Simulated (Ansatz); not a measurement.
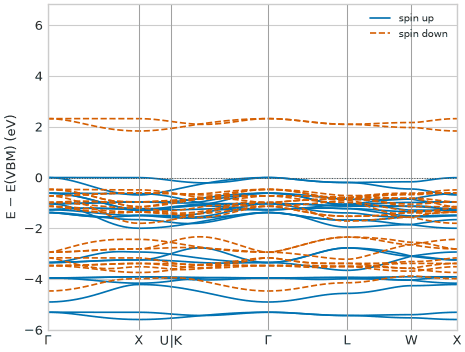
Fig. 1. Band structure from r²SCAN in the plane-wave PAW code Ansatz

Read off the gap and where the band edges lie.

About 1.8 eV (1.83 eV by a search for the band edges); maximum at Γ, minimum at X.

Which of these materials gives this?
A) K2LiCuF6, Fm-3m (K on 8c, Li on 4b, Cu on 4a, F on 24e)
B) BP, zinc blende
C) PbSe, rock salt
D) Si, diamond

A, K2LiCuF6, Fm-3m (K on 8c, Li on 4b, Cu on 4a, F on 24e)

The first step of the workflow began from a Materials Project structure, measured or hypothetical; the Crystallography Open Database copy checked does not list it. Its standing as an ambient phase is unchecked. The r²SCAN relaxation kept the symmetry of its start; whether a distortion lowers the energy is not shown. Magnetic state: ferromagnetic, chosen from 3 collinear starts compared on coarse meshes (ties went to the first, and starts can fall back to one state), not a proven ground state. Other orbital occupations within this spin state were not tried. No Hubbard U is applied.

Potentials: the later of the program's two PAW sets.
